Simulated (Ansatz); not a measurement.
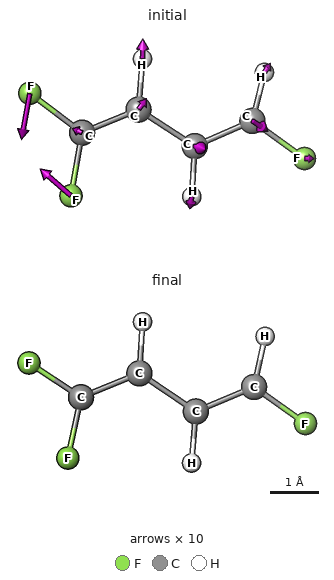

The structure of C$_{4}$H$_{3}$F$_{3}$ (coarse preliminary run) before (top) and after (bottom) a relaxation, at one scale. The purple arrows give the displacements, magnified 10 times.

A ball-and-stick model, seen face on.

The start comes from a force field.

Theory: RKS PBE-D4/def2-SVP in Ansatz.

Input file:
```yaml
crystal:
  periodic: [false, false, false]
  atoms:
    - {symbol: F, position_ang: [-0.825900, -2.870600, 0.188200]}
    - {symbol: C, position_ang: [-0.228900, -1.769200, -0.356700]}
    - {symbol: C, position_ang: [-0.341500, -0.571900, 0.232200]}
    - {symbol: C, position_ang: [0.274500, 0.614900, -0.271800]}
    - {symbol: C, position_ang: [0.261900, 1.775700, 0.327100]}
    - {symbol: F, position_ang: [-0.344100, 1.970900, 1.534700]}
    - {symbol: F, position_ang: [0.859900, 2.884900, -0.263300]}
    - {symbol: H, position_ang: [0.201200, -1.989600, -1.308500]}
    - {symbol: H, position_ang: [-0.796900, -0.545800, 1.216300]}
    - {symbol: H, position_ang: [0.765000, 0.561300, -1.234700]}
basis:
  gaussian: {orbitals: def2-SVP}
hamiltonian: {xc: pbe, dispersion: d4}
relax: {f_tol: 0.03, max_steps: 200}
```

Command:
```bash
ansatz run in.yaml --threads 4 --pin off --events-out ev --progress --plain --max-ram 10444MiB
```

What changed between the two?

Over 5 geometry steps the energy falls by 31.4 kJ/mol. The largest force component goes from 3.2 to 0.019 eV/Å. F7 moves most after the best rigid fit: 0.10 Å. By element the largest moves are F 0.10 Å, C 0.05 Å, H 0.05 Å. Some distances before and after: C5–F7 1.392 → 1.325 Å, C4–C5 1.306 → 1.349 Å, C5–F6 1.365 → 1.327 Å, C2–H8 1.067 → 1.103 Å. Bond angles that change, for instance: F6–C5–F7 116.9° → 110.8°, C4–C5–F7 120.6° → 124.4°, C4–C5–F6 122.5° → 124.8°. The run took 2.6 s on 4 threads of AMD EPYC 9R45 96-Core (shared host).
